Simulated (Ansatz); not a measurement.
```yaml
crystal:
  lattice:
    - [2.79910, 0.00000, 0.00000]
    - [-1.39955, 2.42409, 0.00000]
    - [0.00000, 0.00000, 13.02443]
  atoms:
    - { symbol: Si, position: [0.00000, 0.00000, 0.90608] }
    - { symbol: Si, position: [0.00000, 0.00000, 0.09392] }
    - { symbol: Ge, position: [0.00000, 0.00000, 0.29099] }
    - { symbol: Ge, position: [0.00000, 0.00000, 0.50000] }
    - { symbol: Ge, position: [0.00000, 0.00000, 0.70901] }
```

Space group P6/mmm; a structure generated by program, which may or may not match a known phase.

The calculation used Ansatz 0.2.0, DFT PBE, scalar-relativistic, plane waves, PAW.

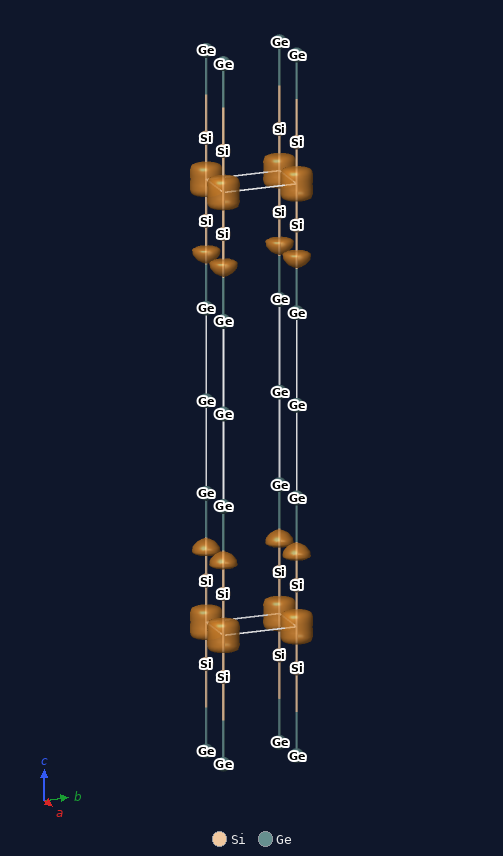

Si2Ge3. Isosurface of the electron localisation function at 0.8 (orange), seen slightly off an axis. Only the valence region is drawn (cores and ρ < 0.01 e/Å³ removed). Sticks mark near contacts.

> Describe the localisation domains.

The ELF exceeds this value in one region between bonded Si–Si atoms and two lobes of the valence shell of Si pointing towards Ge (polar bonds), counted in one cell of 5 atoms. Regions shared between cells count once.

Values along the shortest contacts:
Si–Si (2.45 Å): the ELF peaks at about 0.90 between the atoms. Si–Ge (2.57 Å): the ELF peaks at about 0.90 in the valence shell of Si, 0.9 Å from its nucleus, and is about 0.80 at the midpoint.
